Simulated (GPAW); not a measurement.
**CH3BFN (SMILES FC1BN1): LDA (PW92)/plane waves (scalar-relativistic datasets, plane-wave cutoff 520 eV)**

We compute a structure relaxation of CH3BFN. The job is set up through an ASE script.

The results are computed with GPAW 26.7.0.

4 further runs of the same task are left out: 1 that didn't finish, 3 set aside as unsound or not needed.

## (1) The structure to begin with

CH3BFN: 7 atoms, total charge 0, spin state singlet. SMILES: `FC1BN1`. All atoms were displaced at random from a relaxed shape. The run starts from this shape.

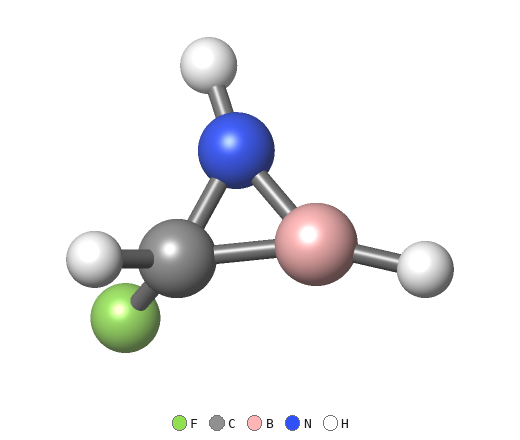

Viewed from a chosen angle; fluorine green, carbon grey, boron pink, nitrogen blue, hydrogen white.

## (2) A structure relaxation at LDA (PW92)/plane waves (scalar-relativistic datasets, plane-wave cutoff 520 eV)

mol.py

```python
from ase.io import write
from ase.io.zmatrix import parse_zmatrix
from ase.optimize import GPMin
from gpaw import GPAW, PW

# Geometry
zmat = """
F
C 1 r2
B 2 r3 1 a3
N 2 r4 1 a4 3 d4
H 2 r5 4 a5 3 d5
H 3 r6 4 a6 2 d6
H 4 r7 2 a7 5 d7
"""
values = dict(r2=1.352492, r3=1.481021, a3=122.27955, r4=1.331963, a4=113.59182, d4=66.58913, r5=1.14727, a5=120.82763, d5=123.61252, r6=1.19407, a6=142.90715, d6=174.06904, r7=1.015843, a7=134.79899, d7=-57.80231)
system = parse_zmatrix(zmat, defs=values)
system.center(vacuum=4.5)

# Ground state
dft = GPAW(mode=PW(520), maxiter=100, xc='LDA', symmetry='off', txt='-')
system.calc = dft

opt = GPMin(system, trajectory='mol.traj')
converged = opt.run(fmax=0.05, steps=40)
print('Converged:', converged)
print(f'Final energy: {system.get_potential_energy():.5f} eV')
print(f'r(H4-C1)                {system.get_distance(4, 1):.4f} Ang')
print(f'r(H6-N3): {system.get_distance(6, 3):.4f} Ang')
write('relaxed.xyz', system)
```

The run is started by

```bash
$ python mol.py > mol.log
```

What it wrote:

```text
__  _  _
 | _ |_)|_||  |
 |__||  | ||/\| - 26.7.0

units:  Angstrom and eV
cores:  1
OpenMP: False

Versions:
  Python: 3.12.14
  ASE:    3.29.0
  Numpy:  2.5.5
  Scipy:  1.18.1
  Libxc:  7.0.0

        _gpaw.cpython-312-x86_64-linux-gnu.so

Input parameters:
  mode=PW(ecut=520.0),
  maxiter=100,
  symmetry=Symmetry(point_group=False, time_reversal=False),
  xc=XC(name='LDA')

Diagonalizing LCAO Hamiltonian
Converting LCAO to pw mode
         .----------------------------.
        /|                            |
       / |                            |
      /  |                            |
     /   |                            |
    /    |                            |
   /     |                            |
  /      |                            |
 *       |                            |
 |       |                            |
 |       |           H                |
 |       |           N  H             |
 |       |      F  C  B               |
 |       |                            |
 |       .---------H------------------.
 |      /                            /
 |     /                            /
 |    /                            /
 |   /                            /
 |  /                            /
 | /                            /
 |/                            /
 *----------------------------*

Atoms  # Å, Bohr magnetons
|   | symbol |        x |        y |        z |    initial magnetic moments |
|---|--------|----------|----------|----------|-----------------------------|
| 0 |      F | 4.500000 | 5.564978 | 4.857760 | ( 0.0000,  0.0000,  0.0000) |
| 1 |      C | 5.852492 | 5.564978 | 4.857760 | ( 0.0000,  0.0000,  0.0000) |
| 2 |      B | 6.643432 | 6.817111 | 4.857760 | ( 0.0000,  0.0000,  0.0000) |
| 3 |      N | 6.385568 | 6.049965 | 5.977914 | ( 0.0000,  0.0000,  0.0000) |
| 4 |      H | 6.092975 | 4.500000 | 4.505315 | ( 0.0000,  0.0000,  0.0000) |
| 5 |      H | 7.131847 | 7.846316 | 4.500000 | ( 0.0000,  0.0000,  0.0000) |
| 6 |      H | 6.382457 | 5.766300 | 6.953343 | ( 0.0000,  0.0000,  0.0000) |

Unit cell  # Å
| periodic |         x |         y |         z |   lengths |    angles |
|----------|-----------|-----------|-----------|-----------|-----------|
|       no | 11.631847 |  0.000000 |  0.000000 | 11.631847 | 90.000000 |
|       no |  0.000000 | 12.346316 |  0.000000 | 12.346316 | 90.000000 |
|       no |  0.000000 |  0.000000 | 11.453343 | 11.453343 | 90.000000 |

Number of symmetries: 1
Symmetry operations  # r_c * U_cc + t_c -> r_c
|   | kind |            matrix            |
|---|------|------------------------------|
| 0 |  E   |  1, 0, 0,  0, 1, 0,  0, 0, 1 |

BZ-sampling:
  Number of BZ points: 1
  Number of IBZ points: 1

  Monkhorst-Pack size: [1, 1, 1]
  Monkhorst-Pack shift: [0, 0, 0]

K-points  # in reciprocal-cell coordinates
|   |                                coordinates |     weight |
|---|--------------------------------------------|------------|
| 0 | (  0.00000000,   0.00000000,   0.00000000) | 1.00000000 |

Plane wave coefficients: 22149
Cutoff: 520.0 eV

Spin-components: 1 (collinear spins)
Bands:           18
Projectors:      29
Spin-degeneracy: 2
Datatype:        float64

  Storage: CPU
  Wave functions: 6_378_912 bytes (6_378_912 per core)
  Projectors: 13_820_976 bytes (13_820_976 per core)

Parallelization:
  kpt:    1
  domain: 1
  band:   1

Density:
  Valence electrons: 22.0
  Components: 1
  Grid points: [63 70 63]
  Charge: 0.0  # |e|

Potential:
  Grid points: [63 70 63]

species:
  F:
    name:    Fluorine
    Z:       9.0
    valence: 7
    core:    2
    charge:  0.0  # [|e|]
    file:    F.LDA.gz
    compensation charges:
      type: gauss
      rc: 0.20  # [Å]
      lmax: 2
    cutoffs:
      filter: 1.14  # [Å]
      core: 0.74  # [Å]
    projectors
    | kind |    occ | energy [eV] | rcut [Å] |
    |------|--------|-------------|----------|
    |   2s |  2.000 |     -29.647 |    0.635 |
    |   2p |  5.000 |     -11.293 |    0.635 |
    |    s |        |      -2.435 |    0.635 |
    |    p |        |      15.918 |    0.635 |
    |    d |        |       0.000 |    0.635 |

    Using partial waves for F as LCAO basis

  C:
    name:    Carbon
    Z:       6.0
    valence: 4
    core:    2
    charge:  0.0  # [|e|]
    file:    C.LDA.gz
    compensation charges:
      type: gauss
      rc: 0.20  # [Å]
      lmax: 2
    cutoffs:
      filter: 1.14  # [Å]
      core: 1.14  # [Å]
    projectors
    | kind |    occ | energy [eV] | rcut [Å] |
    |------|--------|-------------|----------|
    |   2s |  2.000 |     -13.639 |    0.635 |
    |   2p |  2.000 |      -5.414 |    0.635 |
    |    s |        |      13.573 |    0.635 |
    |    p |        |      21.797 |    0.635 |
    |    d |        |       0.000 |    0.635 |

    Using partial waves for C as LCAO basis

  B:
    name:    Boron
    Z:       5.0
    valence: 3
    core:    2
    charge:  0.0  # [|e|]
    file:    B.LDA.gz
    compensation charges:
      type: gauss
      rc: 0.20  # [Å]
      lmax: 2
    cutoffs:
      filter: 1.14  # [Å]
      core: 1.42  # [Å]
    projectors
    | kind |    occ | energy [eV] | rcut [Å] |
    |------|--------|-------------|----------|
    |   2s |  2.000 |      -9.383 |    0.635 |
    |   2p |  1.000 |      -3.714 |    0.635 |
    |    s |        |      17.828 |    0.635 |
    |    p |        |      23.498 |    0.635 |
    |    d |        |       0.000 |    0.635 |

    Using partial waves for B as LCAO basis

  N:
    name:    Nitrogen
    Z:       7.0
    valence: 5
    core:    2
    charge:  0.0  # [|e|]
    file:    N.LDA.gz
    compensation charges:
      type: gauss
      rc: 0.18  # [Å]
      lmax: 2
    cutoffs:
[... 36 lines left out ...]
Reference energy: -5887.636932  # eV
[... 3 lines left out ...]
  Converge bands: occupied
[... 12 lines left out ...]
  Fourier metric: weight=20.0, sigma=0.015
[... 12 lines left out ...]
convergence criteria:
- Maximum [total energy] change in last 3 cyles: 0.0005 eV / valence electron
[... 13 lines left out ...]
Converged in 10 steps
[... 12 lines left out ...]
  Free energy:     -39.490948
[... 2 lines left out ...]
dipole moment: (0.363726, -0.046075, 0.306571)  # |e|*Ang
[... 77 lines left out ...]
convergence criteria:
- Maximum [total energy] change in last 3 cyles: 0.0005 eV / valence electron
[... 13 lines left out ...]
Converged in 11 steps
[... 12 lines left out ...]
  Free energy:     -35.597335
[... 2 lines left out ...]
dipole moment: (0.346128, -0.114901, 0.268683)  # |e|*Ang
[... 75 lines left out ...]
convergence criteria:
- Maximum [total energy] change in last 3 cyles: 0.0005 eV / valence electron
[... 13 lines left out ...]
Converged in 11 steps
[... 12 lines left out ...]
  Free energy:     -37.871919
[... 2 lines left out ...]
dipole moment: (0.191810, -0.190826, 0.289509)  # |e|*Ang
[... 75 lines left out ...]
convergence criteria:
- Maximum [total energy] change in last 3 cyles: 0.0005 eV / valence electron
[... 13 lines left out ...]
Converged in 11 steps
[... 12 lines left out ...]
  Free energy:     -39.420992
[... 2 lines left out ...]
dipole moment: (0.326922, -0.110607, 0.230601)  # |e|*Ang
[... 75 lines left out ...]
convergence criteria:
- Maximum [total energy] change in last 3 cyles: 0.0005 eV / valence electron
[... 13 lines left out ...]
Converged in 10 steps
[... 12 lines left out ...]
  Free energy:     -39.128609
[... 2 lines left out ...]
dipole moment: (0.258765, -0.132579, 0.303189)  # |e|*Ang
[... 61 lines left out ...]
convergence criteria:
- Maximum [total energy] change in last 3 cyles: 0.0005 eV / valence electron
[... 13 lines left out ...]
Converged in 12 steps
[... 12 lines left out ...]
  Free energy:     -35.200165
[... 2 lines left out ...]
dipole moment: (0.059502, 0.271365, 0.364975)  # |e|*Ang
[... 75 lines left out ...]
convergence criteria:
- Maximum [total energy] change in last 3 cyles: 0.0005 eV / valence electron
[... 13 lines left out ...]
Converged in 10 steps
[... 12 lines left out ...]
  Free energy:     -39.761633
[... 2 lines left out ...]
dipole moment: (0.386215, -0.052374, 0.324034)  # |e|*Ang
[... 76 lines left out ...]
convergence criteria:
- Maximum [total energy] change in last 3 cyles: 0.0005 eV / valence electron
[... 13 lines left out ...]
Converged in 8 steps
[... 12 lines left out ...]
  Free energy:     -39.799937
[... 2 lines left out ...]
dipole moment: (0.367637, -0.073456, 0.309164)  # |e|*Ang
[... 76 lines left out ...]
convergence criteria:
- Maximum [total energy] change in last 3 cyles: 0.0005 eV / valence electron
[... 13 lines left out ...]
Converged in 8 steps
[... 12 lines left out ...]
  Free energy:     -39.797235
[... 2 lines left out ...]
dipole moment: (0.388610, -0.074663, 0.316062)  # |e|*Ang
[... 66 lines left out ...]
Unit cell  # Å
| periodic |         x |         y |         z |   lengths |    angles |
|----------|-----------|-----------|-----------|-----------|-----------|
|       no | 11.631847 |  0.000000 |  0.000000 | 11.631847 | 90.000000 |
|       no |  0.000000 | 12.346316 |  0.000000 | 12.346316 | 90.000000 |
|       no |  0.000000 |  0.000000 | 11.453343 | 11.453343 | 90.000000 |

Initialization done in: 1.223 s

convergence criteria:
- Maximum [total energy] change in last 3 cyles: 0.0005 eV / valence electron
- Maximum integral of absolute [dens]ity change: 0.0001 electrons / valence electron
- Maximum integral of absolute [eigenst]ate change: 4e-08 eV^2 / valence electron
maximum number of iterations: 100

SCF iterations
|iter     |     time |      energy | eigst |  dens |
|---------|----------|-------------|-------|-------|
|iter:   1| 00:04:12 |  -39.814265 | -2.29 |       |
|iter:   2| 00:04:14 |  -39.811862 | -3.99 | -2.23 |
|iter:   3| 00:04:16 |  -39.805251c| -3.05 | -2.28 |
[... 4 lines of this table left out ...]
|iter:   8| 00:04:25 |  -39.804010c| -7.99c| -4.34c|

Converged in 8 steps
SCF loop duration: 14.676 s (1.835 s/step)
Energy contributions relative to reference atoms: (reference = -5887.636932)

Energy contributions:
  Kinetic:          38.362280
  Coulomb:         -38.969636
  Zero:              0.187251
  External:          0.000000
  Xc:              -39.383905
  Entropy:           0.000000
  Spinorbit:         0.000000
  ----------------------------
  Free energy:     -39.804010
  Extrapolated:    -39.804010

dipole moment: (0.378407, -0.072947, 0.311025)  # |e|*Ang

Fermi level: -3.912
Eigenvalues  # (at kpt = [0.000, 0.000, 0.000])
| band index |      eig [eV] | occ [0-2] |
|------------|---------------|-----------|
|          0 |       -29.385 |     2.000 |
|        ... |               |           |
|          3 |       -14.244 |     2.000 |
|          4 |       -12.323 |     2.000 |
|          5 |       -11.576 |     2.000 |
[... 11 lines of this table left out ...]
|         17 |         0.954 |     0.000 |

Gap: 5.109 eV
Transition (v -> c):
  (s=0, k=0, n=10, [0.00, 0.00, 0.00]) -> (s=0, k=0, n=11, [0.00, 0.00, 0.00])
No difference between direct/indirect transitions
vacuum-level: 0.243  # V

Forces  # eV/Ang
|        x |        y |        z |
|----------|----------|----------|
|  0.04091 |  0.00859 | -0.02377 |  # F    0
| -0.01752 | -0.08583 | -0.00131 |  # C    1
| -0.01481 | -0.06317 |  0.02230 |  # B    2
| -0.00689 |  0.05457 |  0.01496 |  # N    3
| -0.02066 |  0.01968 | -0.02192 |  # H    4
|  0.03139 |  0.06244 | -0.00877 |  # H    5
|  0.02794 | -0.00129 | -0.00789 |  # H    6

Force computation time: 1.442  # s
GPMin:    4 hh:mm:ss      -39.804010        0.087606
         .----------------------------.
        /|                            |
       / |                            |
      /  |                            |
     /   |                            |
    /    |                            |
   /     |                            |
  /      |                            |
 *       |                            |
 |       |                            |
 |       |           H                |
 |       |           N  H             |
 |       |            B               |
 |       |      F  C                  |
 |       .---------H------------------.
 |      /                            /
 |     /                            /
 |    /                            /
 |   /                            /
 |  /                            /
 | /                            /
 |/                            /
 *----------------------------*

Atoms  # Å, Bohr magnetons
|   | symbol |        x |        y |        z |    initial magnetic moments |
|---|--------|----------|----------|----------|-----------------------------|
| 0 |      F | 4.434972 | 5.571699 | 4.803532 | ( 0.0000,  0.0000,  0.0000) |
| 1 |      C | 5.817939 | 5.505119 | 4.836903 | ( 0.0000,  0.0000,  0.0000) |
| 2 |      B | 6.634123 | 6.816572 | 4.897930 | ( 0.0000,  0.0000,  0.0000) |
| 3 |      N | 6.418612 | 6.056178 | 5.996292 | ( 0.0000,  0.0000,  0.0000) |
| 4 |      H | 6.128587 | 4.511199 | 4.491677 | ( 0.0000,  0.0000,  0.0000) |
| 5 |      H | 7.116553 | 7.828415 | 4.499172 | ( 0.0000,  0.0000,  0.0000) |
| 6 |      H | 6.451161 | 5.817798 | 6.988771 | ( 0.0000,  0.0000,  0.0000) |

Unit cell  # Å
| periodic |         x |         y |         z |   lengths |    angles |
|----------|-----------|-----------|-----------|-----------|-----------|
|       no | 11.631847 |  0.000000 |  0.000000 | 11.631847 | 90.000000 |
|       no |  0.000000 | 12.346316 |  0.000000 | 12.346316 | 90.000000 |
|       no |  0.000000 |  0.000000 | 11.453343 | 11.453343 | 90.000000 |

Initialization done in: 1.132 s

convergence criteria:
- Maximum [total energy] change in last 3 cyles: 0.0005 eV / valence electron
- Maximum integral of absolute [dens]ity change: 0.0001 electrons / valence electron
- Maximum integral of absolute [eigenst]ate change: 4e-08 eV^2 / valence electron
maximum number of iterations: 100

SCF iterations
|iter     |     time |      energy | eigst |  dens |
|---------|----------|-------------|-------|-------|
|iter:   1| 00:04:29 |  -39.804700c| -3.29 |       |
|iter:   2| 00:04:31 |  -39.804672c| -4.97 | -2.88 |
|iter:   3| 00:04:33 |  -39.804487c| -4.49 | -2.91 |
|iter:   4| 00:04:34 |  -39.804461c| -5.61 | -3.22 |
|iter:   5| 00:04:36 |  -39.804458c| -6.36 | -3.59 |
|iter:   6| 00:04:38 |  -39.804458c| -7.53c| -4.06c|

Converged in 6 steps
SCF loop duration: 10.192 s (1.699 s/step)
Energy contributions relative to reference atoms: (reference = -5887.636932)

Energy contributions:
  Kinetic:          38.360392
  Coulomb:         -38.968608
  Zero:              0.187425
  External:          0.000000
  Xc:              -39.383667
  Entropy:           0.000000
  Spinorbit:         0.000000
  ----------------------------
  Free energy:     -39.804458
  Extrapolated:    -39.804458

dipole moment: (0.377640, -0.075947, 0.310262)  # |e|*Ang

Fermi level: -3.901
Eigenvalues  # (at kpt = [0.000, 0.000, 0.000])
| band index |      eig [eV] | occ [0-2] |
|------------|---------------|-----------|
|          0 |       -29.406 |     2.000 |
|        ... |               |           |
|          3 |       -14.247 |     2.000 |
|          4 |       -12.334 |     2.000 |
|          5 |       -11.576 |     2.000 |
[... 11 lines of this table left out ...]
|         17 |         0.955 |     0.000 |

Gap: 5.112 eV
Transition (v -> c):
  (s=0, k=0, n=10, [0.00, 0.00, 0.00]) -> (s=0, k=0, n=11, [0.00, 0.00, 0.00])
No difference between direct/indirect transitions
vacuum-level: 0.243  # V

Forces  # eV/Ang
|        x |        y |        z |
|----------|----------|----------|
|  0.00325 | -0.01427 | -0.02073 |  # F    0
|  0.02295 |  0.02274 |  0.01925 |  # C    1
|  0.02027 |  0.02187 | -0.02448 |  # B    2
| -0.01360 | -0.00948 |  0.01188 |  # N    3
| -0.01320 | -0.02774 | -0.01123 |  # H    4
|  0.00500 |  0.00008 |  0.00695 |  # H    5
|  0.01494 | -0.00559 | -0.01265 |  # H    6

Force computation time: 1.627  # s
GPMin:    5 hh:mm:ss      -39.804458        0.038584
Converged: True
Final energy: -39.80446 eV
r(H4-C1)                1.0971 Ang
r(H6-N3): 1.0212 Ang
```

It took 4.7 min on 1 thread of Intel Xeon Platinum 8259CL at 2.50GHz (Skylake/Cascade Lake), shared host; peak memory 0.58 GiB.

The path in brief:

```
step  energy from the first frame kept (eV)  largest force (eV/Å)
   0                                 0.0000                5.0952
   1                                -0.2676                1.3490
   2                                -0.2707                0.8229
   3                                -0.3090                0.2019
   4                                -0.3131                0.0876
   5                                -0.3135                0.0386
```

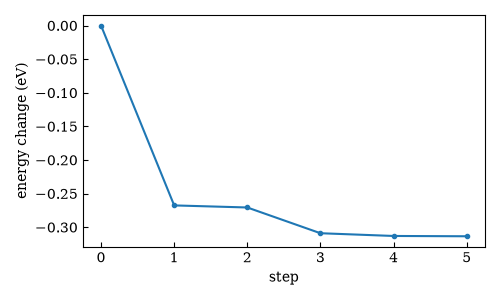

Energy along the run.

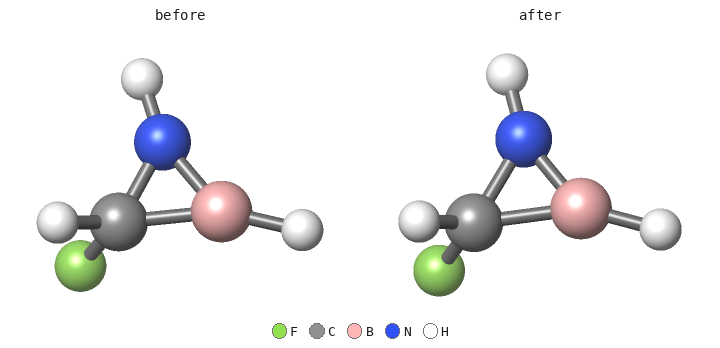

Before and after, at one scale.

After the run. Bond lengths: F1–C2 1.385 Å, C2–B3 1.546 Å, C2–N4 1.417 Å, B3–N4 1.353 Å, C2–H5 1.097 Å, B3–H6 1.190 Å, N4–H7 1.021 Å. Some angles: F1–C2–B3 119.2°, F1–C2–N4 115.1°, B3–C2–N4 54.1°, C2–B3–N4 58.1°, C2–N4–B3 67.8°, F1–C2–H5 108.6°, B3–C2–H5 129.2°, N4–C2–H5 119.3°, C2–B3–H6 157.3°, N4–B3–H6 144.5°.

## (3) Summary of results

Level: LDA (PW92)/plane waves (scalar-relativistic datasets, plane-wave cutoff 520 eV).

```
                                              quantity        value
energy as printed (from the program's reference atoms)  -39.8045 eV
                                         dipole moment       2.38 D
                   HOMO energy (from the vacuum level)     -6.70 eV
                   LUMO energy (from the vacuum level)     -1.59 eV
                                         HOMO–LUMO gap      5.11 eV
```

In words: At the final geometry: Bond lengths: F1–C2 1.385 Å, C2–B3 1.546 Å, C2–N4 1.417 Å, B3–N4 1.353 Å, C2–H5 1.097 Å, B3–H6 1.190 Å, N4–H7 1.021 Å. Some angles: F1–C2–B3 119.2°, F1–C2–N4 115.1°, B3–C2–N4 54.1°, C2–B3–N4 58.1°, C2–N4–B3 67.8°, F1–C2–H5 108.6°, B3–C2–H5 129.2°, N4–C2–H5 119.3°, C2–B3–H6 157.3°, N4–B3–H6 144.5°. The optimisation took 5 steps and changed the energy by -0.314 eV.
